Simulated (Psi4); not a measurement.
# AlSiH5 (AlH2(SiH3)) at BHLYP/def2-SVPD

What is the vertical ionisation energy of AlSiH5 (AlH2(SiH3)) at BHLYP/def2-SVPD? 

The results are computed with Psi4 1.11.

2 further runs of the same task are left out: 2 set aside as unsound or not needed.

## (1) The system as given

The species is AlSiH5 (7 atoms), meant as a singlet with charge 0. SMILES: `[H][Al]([H])[SiH3]`. Geometry: a GFN2-xTB relaxation, a rough one for these elements and not checked as a minimum.

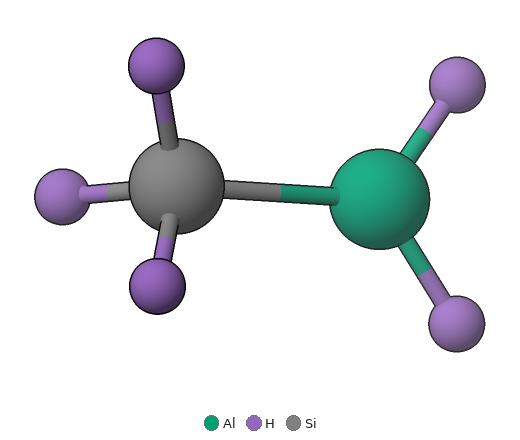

Viewed from a chosen angle; aluminium teal, hydrogen purple, silicon grey.

## (2) Energy and forces at BHLYP/def2-SVPD

Input file calc.py:

```python
import psi4

psi4.set_memory(1600000000)
psi4.set_num_threads(1)
psi4.core.set_output_file('output.dat', False)

molecule = psi4.geometry("""
Al     0.688040     1.201700     0.003860
H      2.245410     1.365000     0.056470
H      0.053380     2.633190    -0.016580
Si    -0.517390    -0.897790    -0.016750
H     -1.851430    -0.836410     0.625620
H      0.177610    -1.992690     0.701130
H     -0.795620    -1.472990    -1.353750
units angstrom
symmetry c1
no_reorient
no_com
""")

psi4.set_options({
    'basis': 'def2-SVPD',
    'puream': True,
    'e_convergence': 1e-09,
    'd_convergence': 1e-08,
    'scf_type': 'pk',
    'dft_radial_points': 99,
    'dft_spherical_points': 590,
})

E, wfn = psi4.gradient('BHHLYP', return_wfn=True)
psi4.oeprop(wfn, 'MULLIKEN_CHARGES', 'QUADRUPOLE', 'WIBERG_LOWDIN_INDICES', title='BHHLYP')
print('gradient / Eh bohr^-1')
print(E.np.round(6))
print(f'energy = {wfn.energy():.10f} Eh')
```

Run with:

```
$ python calc.py
```

output.dat:

```text
[...]
  Running in c1 symmetry.
[...]
  Nuclear repulsion =   75.536553792184819
[...]
  Multiplicity = 1
[...]
  Nalpha       = 16
  Nbeta        = 16
[...]
    Number of basis functions: 88
[...]
   @RKS iter   1:  -534.69596378769711   -5.93453e-01   1.92037e-03 ADIIS/DIIS
[...]
   @RKS iter   8:  -534.72078710660594   -8.83347e-11   9.62568e-09 DIIS
[...]
  @RKS Final Energy:  -534.72078710660594
   => Energetics <=
    Nuclear Repulsion Energy =             75.5365537921848187
    One-Electron Energy =                -891.2324272760702115
    Two-Electron Energy =                 302.2649144277817186
    DFT Exchange-Correlation Energy =     -21.2898280505023081
    Empirical Dispersion Energy =           0.0000000000000000
    VV10 Nonlocal Energy =                  0.0000000000000000
    Total Energy =                       -534.7207871066059397
[...]
  -Total Gradient:
     Atom            X                  Y                   Z
    ------   -----------------  -----------------  -----------------
       1       -0.006482431126    -0.010818978530     0.000415906371
       2       -0.004796915835     0.007018528685    -0.000054337078
       3        0.008608777811    -0.000808468149     0.000383359761
       4        0.007816070111     0.013746358736    -0.001992953222
       5        0.001436160626    -0.004505268790    -0.001624168096
       6       -0.004394629442    -0.001125910528    -0.001777126487
       7       -0.002186848479    -0.003505989446     0.004648978650
[...]
 Multipole Moments:
 ------------------------------------------------------------------------------------
     Multipole            Electronic (a.u.)      Nuclear  (a.u.)        Total (a.u.)
 ------------------------------------------------------------------------------------
 L = 1.  Multiply by 2.5417464519 to convert [e a0] to [Debye]
 Dipole X            :         -2.9007466            2.8920558           -0.0086908
 Dipole Y            :         -5.2018490            5.1951217           -0.0067273
 Dipole Z            :          0.3045434           -0.3239557           -0.0194124
 Magnitude           :                                                    0.0223076
 L = 2.  Multiply by 1.3450342976 to convert [e a0^2] to [Debye ang]
 Quadrupole XX       :        -93.2475064           67.9893117          -25.2581948
 Quadrupole XY       :        -82.4312313           81.5054593           -0.9257720
[...]
  Mulliken Charges: (a.u.)
   Center  Symbol    Alpha    Beta     Spin     Total
       1    AL     6.25216  6.25216  0.00000  0.49568
       2     H     0.55725  0.55725  0.00000 -0.11450
       3     H     0.55710  0.55710  0.00000 -0.11421
       4    SI     7.36951  7.36951  0.00000 -0.73903
       5     H     0.42024  0.42024  0.00000  0.15952
       6     H     0.42021  0.42021  0.00000  0.15959
       7     H     0.42352  0.42352  0.00000  0.15295
   Total alpha = 16.00000, Total beta = 16.00000, Total charge = -0.00000
  Wiberg Bond Indices using Orthogonal Lowdin Orbitals:
[...]
```

Standard output:

```text
gradient / Eh bohr^-1
[[-6.4820e-03 -1.0819e-02  4.1600e-04]
 [-4.7970e-03  7.0190e-03 -5.4000e-05]
 [ 8.6090e-03 -8.0800e-04  3.8300e-04]
 [ 7.8160e-03  1.3746e-02 -1.9930e-03]
 [ 1.4360e-03 -4.5050e-03 -1.6240e-03]
 [-4.3950e-03 -1.1260e-03 -1.7770e-03]
 [-2.1870e-03 -3.5060e-03  4.6490e-03]]
energy = -534.7207871066 Eh
```

Wall time 8.4 s (1 thread of AMD EPYC 9R45 (Zen 5), shared host); peak memory 0.77 GiB.

## (3) The doublet cation

Input file job.inp:

```
memory 1600 MB

molecule system {
  1 2
  Al     1.30020716     2.27088388     0.00729434
  H      4.24320994     2.57947616     0.10671283
  H      0.10087358     4.97600793    -0.03133166
  Si    -0.97772540    -1.69657722    -0.03165291
  H     -3.49869564    -1.58058583     1.18225046
  H      0.33563426    -3.76563835     1.32494368
  H     -1.50350390    -2.78354768    -2.55821674
  units bohr
  symmetry c1
  no_reorient
  no_com
}

set {
  basis                def2-SVPD
  reference            uks
  puream               true
  e_convergence        1e-09
  d_convergence        1e-08
  scf_type             pk
  dft_radial_points    99
  dft_spherical_points 590
  maxiter              200
}

E, wfn = gradient('bhhlyp', return_wfn=True)
oeprop(wfn, 'MAYER_INDICES', 'DIPOLE', 'QUADRUPOLE')
```

Run with:

```
$ psi4 job.inp job.out -n 1
```

job.out:

```text
[...]
  Running in c1 symmetry.
[...]
  Nuclear repulsion =   75.536553848779292
[...]
  Multiplicity = 2
[...]
  Nalpha       = 16
  Nbeta        = 15
[...]
    Number of basis functions: 88
[...]
   @UKS iter   1:  -534.32082269837338   -2.18312e-01   1.67926e-03 DIIS/ADIIS
[...]
   @UKS iter  16:  -534.34541700930038   -1.61435e-11   5.08782e-09 DIIS
[...]
   @S^2 Observed:                7.601732103E-01
[...]
  @UKS Final Energy:  -534.34541700930038
   => Energetics <=
    Nuclear Repulsion Energy =             75.5365538487792918
    One-Electron Energy =                -883.2928923584432823
    Two-Electron Energy =                 294.5420680244660616
    DFT Exchange-Correlation Energy =     -21.1311465241024479
    Empirical Dispersion Energy =           0.0000000000000000
    VV10 Nonlocal Energy =                  0.0000000000000000
    Total Energy =                       -534.3454170093003768
[...]
  -Total Gradient:
     Atom            X                  Y                   Z
    ------   -----------------  -----------------  -----------------
       1       -0.031304768920    -0.054876024028    -0.000643442110
       2       -0.005452028057     0.020369043990    -0.000027549610
       3        0.020215506679     0.005485405953     0.000815828020
       4        0.043884384241     0.077081941923    -0.001671729323
       5       -0.002188737764    -0.019853704990    -0.003836670624
       6       -0.015621246459    -0.012143409261    -0.004270095078
       7       -0.009532778399    -0.016062715365     0.009633319279
[...]
 Multipole Moments:
 ------------------------------------------------------------------------------------
     Multipole            Electronic (a.u.)      Nuclear  (a.u.)        Total (a.u.)
 ------------------------------------------------------------------------------------
 L = 1.  Multiply by 2.5417464519 to convert [e a0] to [Debye]
 Dipole X            :         -2.7287783            2.8920557            0.1632774
 Dipole Y            :         -4.9099810            5.1951216            0.2851406
 Dipole Z            :          0.2991647           -0.3239558           -0.0247911
 Magnitude           :                                                    0.3295137
 L = 2.  Multiply by 1.3450342976 to convert [e a0^2] to [Debye ang]
 Quadrupole XX       :        -85.9767089           67.9893116          -17.9873974
 Quadrupole XY       :        -78.3563186           81.5054591            3.1491405
[...]
```

Wall time 20 s (1 thread of AMD EPYC 9R45 (Zen 5), shared host); peak memory 0.77 GiB.

## (4) What came out

At BHLYP/def2-SVPD:

```
                                          quantity          value
                      singlet AlSiH5: total energy  -534.72079 Eh
                     singlet AlSiH5: dipole moment         0.06 D
                       singlet AlSiH5: HOMO energy       -9.04 eV
                       singlet AlSiH5: LUMO energy       -1.38 eV
                     singlet AlSiH5: HOMO–LUMO gap        7.66 eV
          singlet AlSiH5: largest force on an atom     0.820 eV/Å
                      doublet cation: total energy  -534.34542 Eh
doublet cation: HOMO energy (highest over α and β)      -14.95 eV
 doublet cation: LUMO energy (lowest over α and β)      -11.41 eV
                              doublet cation: ⟨S²⟩          0.760
          doublet cation: largest force on an atom     4.562 eV/Å
vertical ionisation energy (to the doublet cation)      10.214 eV
```

In words: Removing an electron at fixed nuclei costs 10.21 eV (986 kJ/mol). The largest force (singlet AlSiH5) is 0.82 eV/Å: the shape isn't a stationary point for this species at this level. The negative HOMO energy of the first species, 9.04 eV, lies 1.18 eV below that difference. Mulliken charges (singlet AlSiH5) run from -0.74 on Si4 to +0.50 on Al1; in a basis this large or diffuse they mean little.
